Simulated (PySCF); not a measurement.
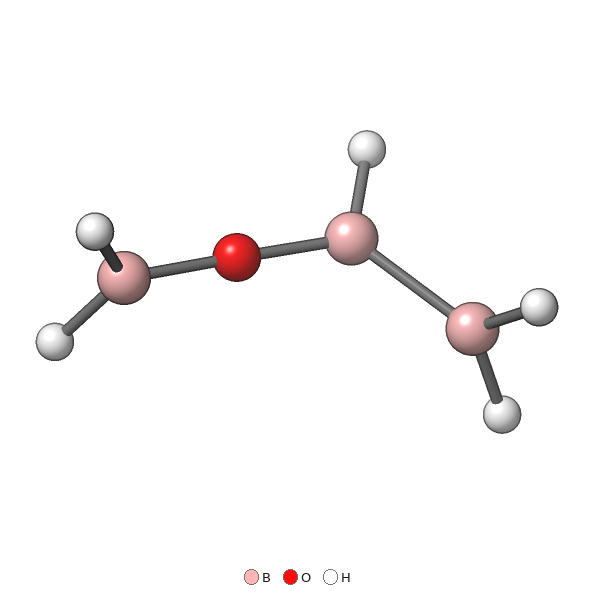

Question: Count the atoms of each element.

Answer: B3H5O, 9 atoms: 3 boron, 5 hydrogen and 1 oxygen.

Question: Does it have rings?

Answer: It has no ring.

Question: What is its SMILES?

Answer: BBOB

Question: Which point group does it belong to?

Answer: Cs.

More results for the same structure follow; atom numbers are the same in all pictures, views and colours differ. The geometry was computed by an optimisation with PBE0-D3(BJ)/def2-SVP. No frequency run is at hand to confirm it as a minimum.

## Excitation

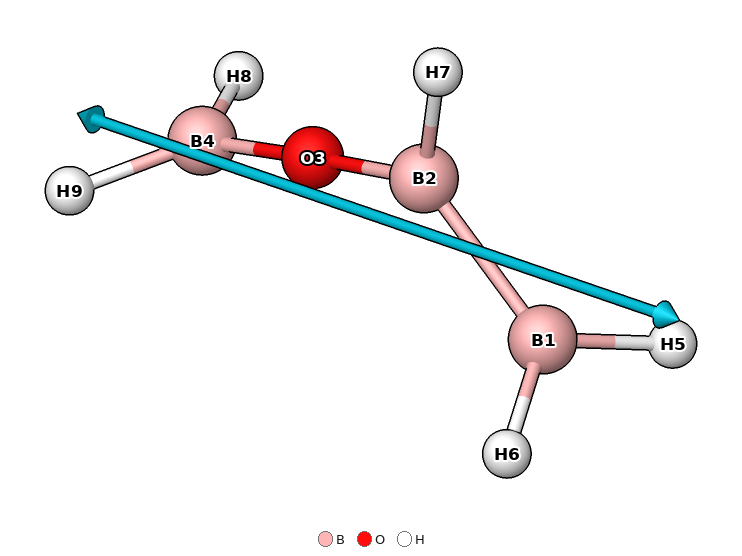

The double arrow shows the direction of the transition dipole to excited singlet state 7 (its length means nothing). No frequency run is at hand to confirm it as a minimum. Level of theory: TDDFT PBE0/aug-cc-pVDZ, vertical, gas phase, core orbitals frozen in the response (PySCF 2.14.0).

Question: How is the transition polarised?

Answer: Nearly parallel to the B2–O3 bond.

Question: Where does the transition lie, and how strong is it?

Answer: 7.03 eV (176 nm), oscillator strength 0.30, mainly HOMO−1 → LUMO+2 (weight 0.95); transition dipole 3.36 D.

## Levels of theory compared

No frequency run is at hand to confirm it as a minimum. Program: PySCF 2.14.0.

Tabulate HOMO–LUMO gap (eV), polarisability (bohr³) at these levels: LC-wPBE/def2-SVPD; PBE0/6-31+G*; PBE0/6-31G*; PBE0/aug-cc-pVDZ; PBE0/aug-cc-pVTZ; PBE0/def2-SVP; PBE0/def2-TZVP; PBE0/def2-TZVPD; ωB97X-D/def2-SVPD.

```csv
level,HOMO–LUMO gap (eV),polarisability (bohr³)
LC-wPBE/def2-SVPD,11.15,49.0
PBE0/6-31+G*,6.01,47.3
PBE0/6-31G*,6.18,43.4
PBE0/aug-cc-pVDZ,5.96,52.5
PBE0/aug-cc-pVTZ,5.96,52.4
PBE0/def2-SVP,6.04,45.9
PBE0/def2-TZVP,5.98,49.9
PBE0/def2-TZVPD,5.97,52.2
ωB97X-D/def2-SVPD,9.89,50.5
```

## Quadrupole coupling

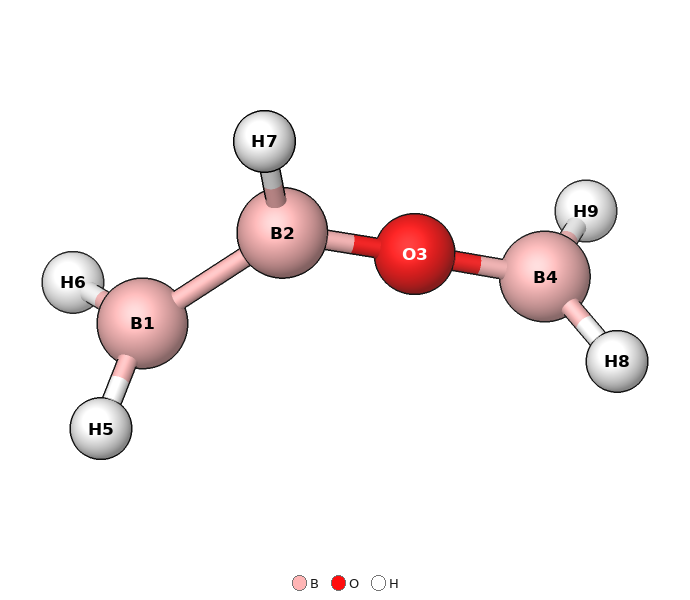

No frequency run is at hand to confirm it as a minimum. Electric field gradients from the ground-state density, KT2/pcJ-1 (PySCF 2.14.0), non-relativistic apart from any core potentials.

Give the largest field-gradient component, the quadrupole coupling constant and the asymmetry for 11B at B1 (Q = 40.59 mb), 11B at B2 (Q = 40.59 mb), 17O at O3 (Q = −25.6 mb), 11B at B4 (Q = 40.59 mb), 2H at H5 (Q = 2.86 mb), 2H at H6 (Q = 2.86 mb).

```csv
atom,V_zz (a.u.),e²qQ/h (MHz),η
B1,0.612,5.84,0.13
B2,0.381,3.63,0.65
O3,0.841,−5.06,0.17
B4,0.379,3.61,0.59
H5,0.195,0.131,0.18
H6,0.195,0.131,0.18
```

## Spin–spin coupling

No frequency run is at hand to confirm it as a minimum. Method: PBE0/pcJ-1 indirect spin-spin coupling, non-relativistic, gas phase (PySCF 2.14.0). Isotopes: 11B, 1H, 17O.

Give the spin–spin coupling constants of these pairs, with the number of bonds between them: B1/B2, B1/H5, B2/O3, B2/B4, B2/H6, O3/H8, B1/B4, O3/H5, O3/H6, B4/H7, H5/H7, H6/H7.

| pair | bonds apart | J (Hz) |
| --- | --- | --- |
| B1, B2 | 1 | 79.8 |
| B1, H5 | 1 | 120.9 |
| B2, O3 | 1 | −21.6 |
| B2, B4 | 2 | 4.6 |
| B2, H6 | 2 | 4.4 |
| O3, H8 | 2 | −5.2 |
| B1, B4 | 3 | 1.2 |
| O3, H5 | 3 | −0.6 |
| O3, H6 | 3 | −0.7 |
| B4, H7 | 3 | 2.5 |
| H5, H7 | 3 | −1.9 |
| H6, H7 | 3 | −2.0 |
